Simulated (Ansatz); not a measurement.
CH₃BClI

The calculation's input:

```
crystal:
  periodic: [false, false, false]
  atoms:
    - {symbol: B, position_ang: [-0.264363, 0.845228, 0.051676]}
    - {symbol: C, position_ang: [0.531363, -0.474155, -0.071146]}
    - {symbol: Cl, position_ang: [1.212648, -1.265009, 1.310240]}
    - {symbol: I, position_ang: [-1.528194, -1.180104, -0.580737]}
    - {symbol: H, position_ang: [-0.330776, 1.540513, -0.916221]}
    - {symbol: H, position_ang: [-0.659458, 1.186172, 1.122323]}
    - {symbol: H, position_ang: [1.099980, -0.720445, -0.961635]}
basis:
  gaussian: {orbitals: def2-TZVPP}
hamiltonian: {xc: pbe0, dispersion: d4}
output: {orbitals: {seedname: orbitals}}
```

Command:

```sh
ansatz run in.yaml --threads 2 --pin off --events-out ev --progress --plain --max-ram 4352MiB
```

Geometry: PBE0-D4/def2-TZVP; core potentials replace the inner electrons of I.

The calculation used RKS PBE0-D4/def2-TZVPP (Ansatz 0.2.0).

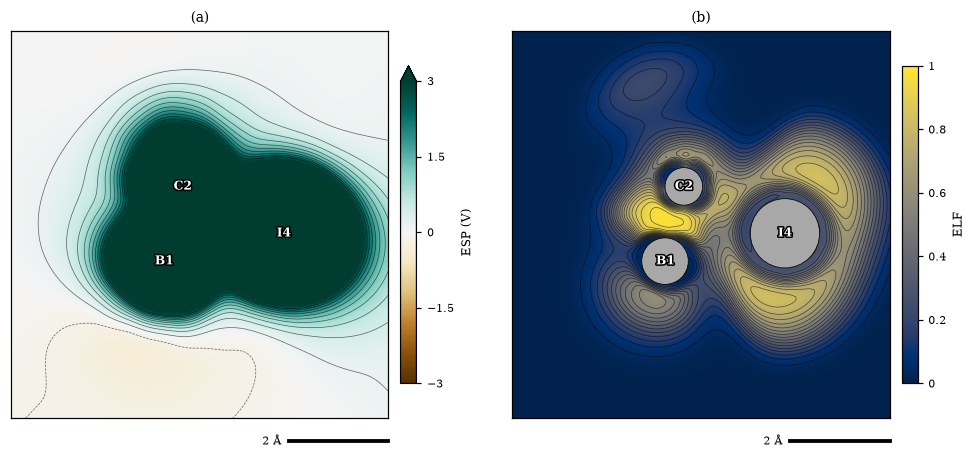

Figure 1. (a) molecular electrostatic potential; (b) ELF on the plane of atoms B1, C2 and I4. Grey discs cover the atomic cores in the ELF map.

Question: Read the bonding off the picture.

Answer:
- Atoms in the plane: B, C and I.
- C–B (1.55 Å): the ELF peaks at about 0.95 between the atoms: a covalent bond.
- C–I (2.24 Å): the ELF peaks at about 0.75 between the atoms; localised, covalent bonding.
- B–I (2.47 Å): the ELF reaches about 0.55 near the midpoint.
- The ELF also peaks beside I4, away from the bonds: lone-pair regions.
- Outside the dense part of the molecule the potential is most negative (−0.4 V) near H6, which lies off the plane.

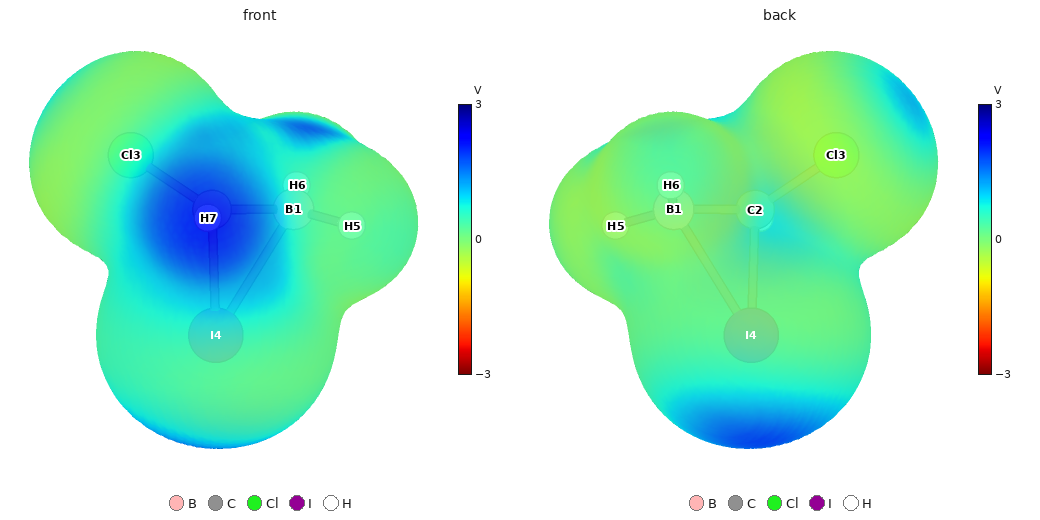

Figure 2. The molecular electrostatic potential painted on the density surface at 0.004 e/bohr³, seen from the front and from behind; the colour scale runs from red (negative) to blue (positive).

Question: Where is the surface potential most negative and most positive?

Answer: The most negative region (about −0.4 V, or −9 kcal/mol for a unit charge) lies over Cl3, the most positive (about +2.1 V, or +48 kcal/mol for a unit charge) over H7. Cl3 shows a σ-hole: about +1.1 V, or +25 kcal/mol for a unit charge at the tip opposite its bond, against about −0.2 V on its flanks.

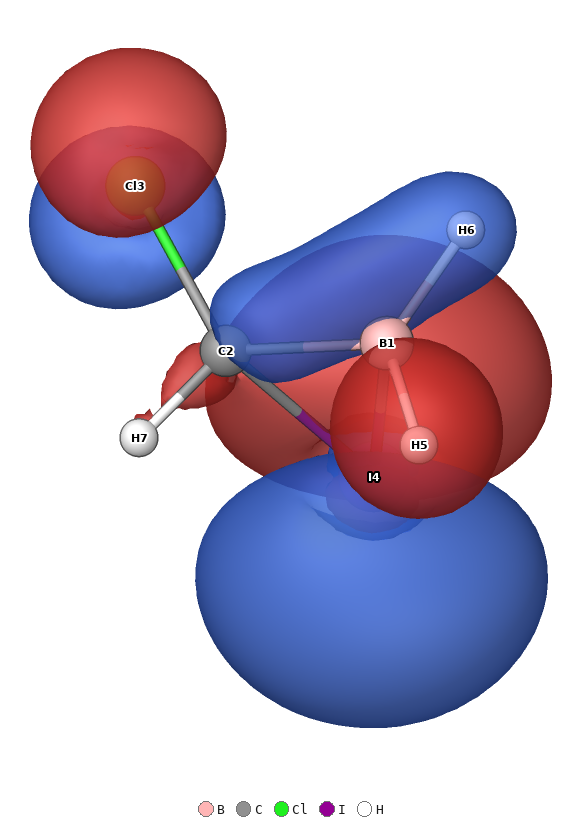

Figure 3. One frontier orbital at ±0.08 Å⁻³ᐟ² (red and blue are the two phases), seen at a tilt.

Question: Which orbital is it: HOMO or LUMO?

Answer: The HOMO, at −7.93 eV. It lies mainly on I4 (about 80 %) and Cl3 (about 10 %); largely a lone pair of I4.

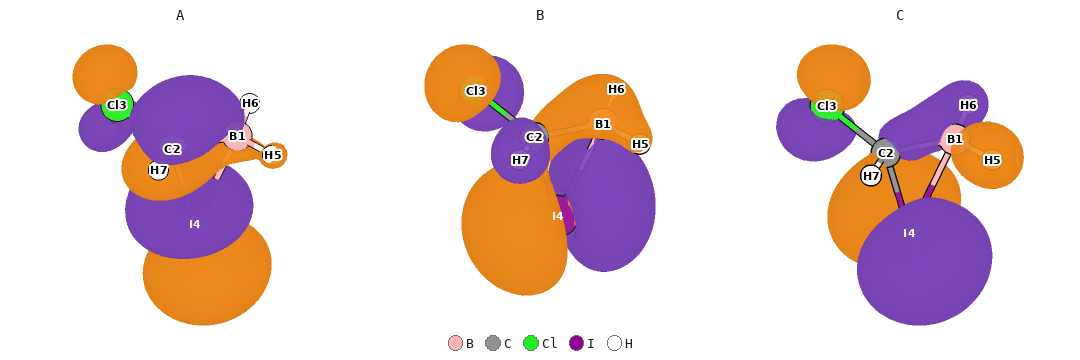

Figure 4. Three frontier orbitals at ±0.08 Å⁻³ᐟ² (orange and purple are the two phases), in no order.

Question: Order the three orbitals by energy and name them.

Answer: B is the HOMO−1 (−8.28 eV). Its weight (Hirshfeld) is mainly on I4 (about 75 %), Cl3 (about 10 %) and B1 (about 5 %); largely a lone pair of I4. C is the HOMO (−7.93 eV). Its weight (Hirshfeld) is mainly on I4 (about 80 %) and Cl3 (about 10 %); largely a lone pair of I4. A is the LUMO (−2.08 eV). By Hirshfeld shares it lies mainly on I4 (about 50 %), C2 (about 30 %), Cl3 (about 10 %) and B1 (about 5 %).

Question: What is the HOMO–LUMO gap?

Answer: 5.85 eV between the orbital energies.
